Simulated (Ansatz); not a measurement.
CH5Ga (SMILES [CH3][GaH2])

```
atom    x (Å)    y (Å)    z (Å)
   C  -0.1171  -1.5583   1.6201
  Ga   0.4936   0.0854   0.7035
   H  -0.8844  -1.3661   2.3940
   H  -0.5307  -2.2704   0.8750
   H   0.7495  -2.0664   2.0937
   H  -0.0894   1.5124   1.0772
   H   1.5943  -0.0212  -0.4350
```

Geometry: PBE-D3(BJ)/def2-SVP.

The calculation used isolated molecule in a Gaussian basis; Kohn-Sham density functional theory, functional PBE0 (Ansatz 0.2.0).

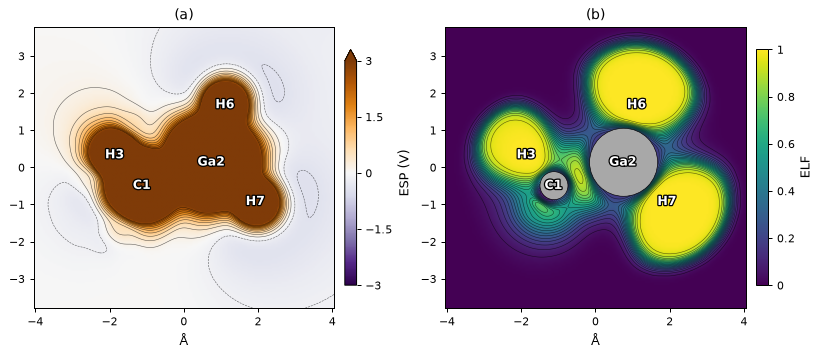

Figure 1. (a) molecular electrostatic potential; (b) electron localisation function on the plane of atoms C1, Ga2 and H7. Grey discs cover the atomic cores in the ELF map.

### Describe what can be read from this map.

- The section cuts through C, Ga and H sites.
- C–Ga (1.98 Å): the ELF peaks at about 0.90 in the valence shell of C, 0.7 Å from its nucleus, and is about 0.55 at the midpoint.
- C–H (1.11 Å): the ELF climbs to about 1 towards the hydrogen, as it does in any bond to H (a covalent bond by its length).
- Ga–H (1.59 Å): the ELF climbs to about 1 towards the hydrogen.
- Outside the dense part of the molecule the potential is most negative (−0.5 V) near H7.

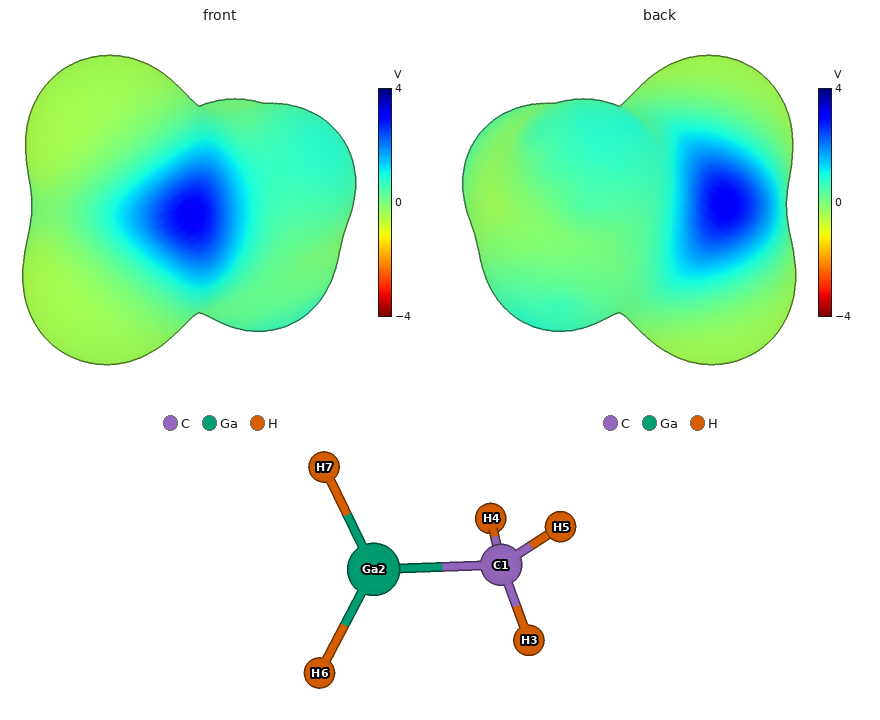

Figure 2. The molecular electrostatic potential painted on the density surface at 0.002 e/bohr³, seen from the front and from behind; red is negative and blue positive. The bare structure is drawn below in the same view.

### Describe the electrostatic potential map.

The most negative region (about −0.5 V, or −12 kcal/mol for a unit charge) lies over H6 and H7, the most positive (about +3.1 V, or +71 kcal/mol for a unit charge) over Ga2.

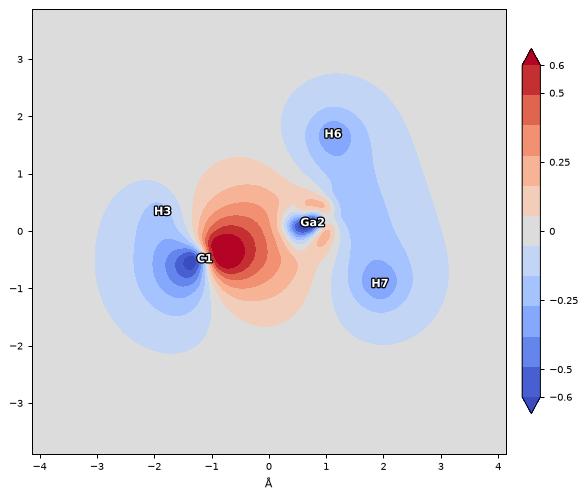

Figure 3. The HOMO on the plane of atoms C1, Ga2 and H7 (values in Å⁻³ᐟ²; the overall sign is arbitrary).

### Where does this orbital lie, and at what energy?

By Hirshfeld shares it lies mainly on C1 (about 40 %), Ga2 (about 30 %), H7 (about 10 %) and H6 (about 10 %). Its energy is −8.02 eV.
